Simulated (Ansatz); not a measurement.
# CH4FIn: the cost of one run

All numbers below are computed with Ansatz 0.2.0 (RKS PBE/def2-SVP).

## (1) Starting point

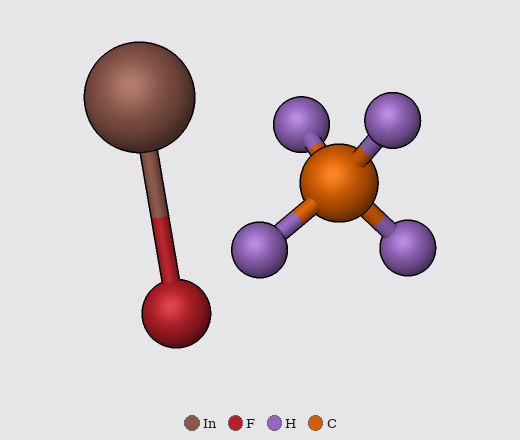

The starting structure, seen from a chosen angle (indium brown, fluorine red, hydrogen purple, carbon orange).

As a file:

```xyz
7

In   -1.5115   -1.2399   -0.9995
F     0.8463   -1.2886   -1.0770
H     0.4976   -0.3900   -0.3181
C     0.1067    0.4987    0.4115
H    -0.5558    0.1873    1.2311
H     1.0003    0.9114    0.8757
H    -0.3837    1.3212   -0.1236
```

## (2) A restrained relaxation towards end A

Springs on the bonds that form and break draw the guess towards this end; the thresholds are loose.

input.yaml

```yaml
crystal:
  periodic: [false, false, false]
  atoms:
    - { symbol: In, position_ang: [-1.5115, -1.2399, -0.9995] }
    - { symbol: F, position_ang: [0.8463, -1.2886, -1.077] }
    - { symbol: H, position_ang: [0.4976, -0.39, -0.3181] }
    - { symbol: C, position_ang: [0.1067, 0.4987, 0.4115] }
    - { symbol: H, position_ang: [-0.5558, 0.1873, 1.2311] }
    - { symbol: H, position_ang: [1.0003, 0.9114, 0.8757] }
    - { symbol: H, position_ang: [-0.3837, 1.3212, -0.1236] }
basis:
  gaussian: { orbitals: def2-SVP }
hamiltonian:
  xc: pbe
relax:
  f_tol: 0.15
  max_steps: 25
  restrain:
    - { distance: [2, 1], at: 2.18, k: 30.0 }
    - { distance: [0, 1], at: 1.99, k: 30.0 }
    - { distance: [0, 2], at: 1.73, k: 30.0 }
output:
  orbitals: {}
```

The run is started by

```
$ ansatz run input.yaml --threads 2 --pin off --max-ram 3072MiB --backend cpu --events-out ev --progress --plain --runs-dir out
```

What time and memory should one allow on 2 threads of Intel Xeon Platinum 8259CL at 2.50GHz (Skylake/Cascade Lake), shared host?

About 12 s, with a peak of 0.16 GiB.
